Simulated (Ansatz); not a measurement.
```xyz
6

Al    0.0455   -0.1403   -0.1104
F     0.0375   -0.2881    1.5719
Cl    1.8673    0.2366   -1.0663
O    -1.3869   -0.3029   -1.0278
H    -2.2334   -0.4951   -0.6106
Cl    0.0085    0.1431    4.2368
```

Method: UKS PBE0-D4/cc-pVDZ (Ansatz).

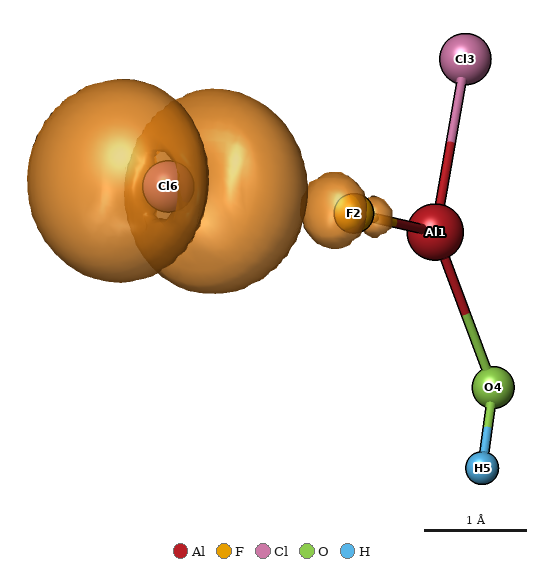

AlClFHO···Cl (doublet). Isosurface of the spin density at +0.03 e/Å³ (orange), seen at an oblique angle.

**Where is the unpaired spin?**

The unpaired spin (1 electron) lies mostly on Cl6 (about 1.0), in electrons by Hirshfeld's partition.
